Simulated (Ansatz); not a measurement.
**CH$_{2}$B (charge −1): density, localisation and related maps**

Input file:

```
crystal:
  periodic: [false, false, false]
  atoms:
    - symbol: C
      position_ang: [0.000000, 0.000000, -0.693913]
    - symbol: B
      position_ang: [0.000000, 0.000000, 0.634978]
    - symbol: H
      position_ang: [0.000000, 0.000000, 1.834082]
    - symbol: H
      position_ang: [0.000000, 0.000000, -1.775147]
basis:
  gaussian:
    orbitals: def2-TZVPD
total_charge: -1
hamiltonian:
  xc: {name: PBE0}
output: {forces: true, orbitals: {seedname: orbitals}}
```

Command:

```sh
ansatz run input.yaml --threads 1 --pin off --max-ram 2610MiB --events-out events.jsonl --progress --plain --runs-dir runs
```

Geometry: PBE0-D3(BJ)/def2-SVPD; the highest occupied orbital lies above zero, a sign that basis and functional describe the outermost electron poorly.

Computed with isolated molecule in a Gaussian basis; Kohn-Sham density functional theory, functional PBE0 (Ansatz).

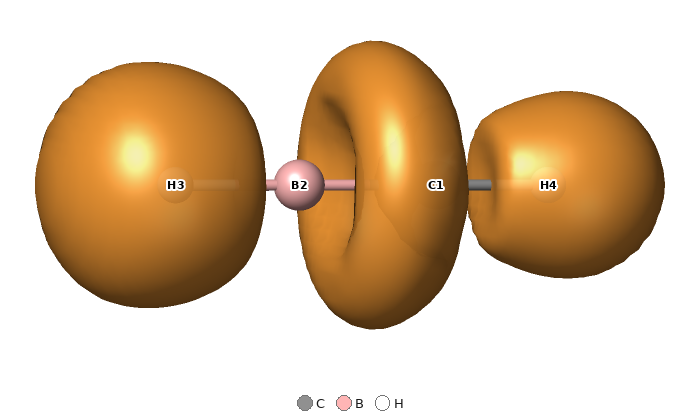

Figure 1. Isosurface of the electron localisation function at 0.75 (orange), seen from one side. Core shells and regions of very low density are left out.

> Where are the electrons localised?

The surface consists of one region between bonded B–C atoms (shared pairs) and two regions around hydrogen nuclei. Profiles from the grid: C–B (1.33 Å): the ELF peaks at about 0.85 between the atoms; a covalent bond. C–H (1.08 Å): the ELF climbs to about 1 towards the hydrogen, as it does in any bond to H (an ordinary covalent bond to hydrogen).

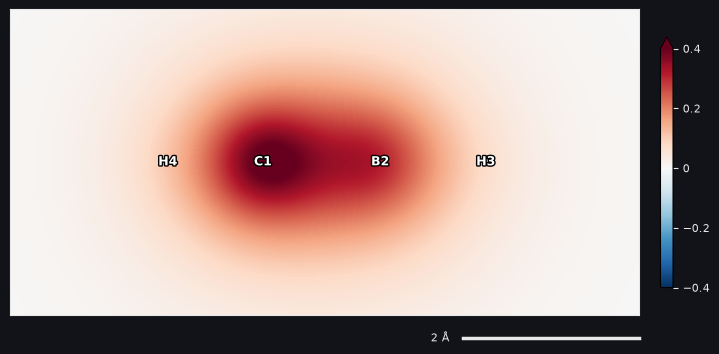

Figure 2. The HOMO on a plane 0.8 Å above a plane that holds the molecular axis (values in Å⁻³ᐟ²; the overall sign is arbitrary).

> Where does this orbital lie, and at what energy?

Its weight (Hirshfeld) is mainly on C1 (about 55 %) and B2 (about 40 %); it vanishes on the molecular axis (π type); π-bonding across C1–B2. It is one of a degenerate set, so its orientation is arbitrary. Its energy is 0.19 eV.
